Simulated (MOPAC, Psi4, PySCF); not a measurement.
Interaction energy of H2 ··· HBr (SMILES [H][H] and Br). Monomers: optimised at B3LYP-D3(BJ) (def2-TZVP), held rigid. Orientation: a random orientation, not optimised. Only R, the distance of the centres of mass, is varied, so the lowest point isn't the relaxed dimer.

Geometry at R = 3.46 Å (first 2 atoms: monomer A):
```
4

H      0.3719     0.0000     0.0000
H     -0.3719     0.0000     0.0000
Br    -0.4203    -0.4869    -3.4189
H     -0.4838    -1.0338    -2.1047
```

- RKS-B3LYP/6-31G* = restricted B3LYP/6-31G*, spherical d, no counterpoise correction run with PySCF
- RMP2/6-31G* = PySCF 2.14.0 with restricted MP2 (frozen core)/6-31G*, spherical d, no counterpoise correction
- HF/aug-cc-pVTZ, counterpoise-corrected (Psi4)
- AM1, restricted, heats of formation (MOPAC)
- RHF/3-21G = restricted Hartree-Fock/3-21G, no counterpoise correction in PySCF

Interaction energies in kcal/mol (negative: bound); R is the distance of the centres of mass, d the H2···H4 distance.

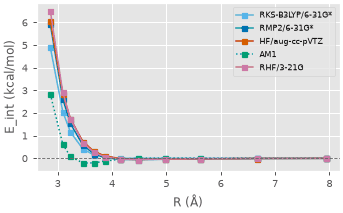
*Interaction energy against separation.*

```csv
R / Å,d / Å,RKS-B3LYP/6-31G*,RMP2/6-31G*,HF/aug-cc-pVTZ,AM1,RHF/3-21G
2.86,1.79,4.91,5.92,6.08,2.83,6.52
3.09,2.00,2.06,2.62,2.84,0.62,2.92
3.23,2.13,1.16,1.54,1.75,0.08,1.74
3.46,2.35,0.41,0.58,0.74,-0.21,0.69
3.66,2.54,0.15,0.20,0.31,-0.20,0.26
3.86,2.73,0.04,0.03,0.11,-0.13,0.06
4.14,3.00,0.00,-0.05,-0.01,-0.04,-0.04
4.47,3.32,0.00,-0.07,-0.05,0.00,-0.06
4.98,3.82,0.00,-0.04,-0.04,0.00,-0.04
5.62,4.45,-0.01,-0.02,-0.03,0.00,-0.02
6.66,5.48,-0.01,-0.01,-0.01,0.00,-0.01
7.93,6.74,0.00,0.00,-0.01,0.00,0.00
```

Lowest grid point: RKS-B3LYP/6-31G* -0.01 kcal/mol at R = 5.62 Å; RMP2/6-31G* -0.07 kcal/mol at R = 4.47 Å; HF/aug-cc-pVTZ -0.05 kcal/mol at R = 4.47 Å; AM1 -0.21 kcal/mol at R = 3.46 Å; RHF/3-21G -0.06 kcal/mol at R = 4.47 Å.
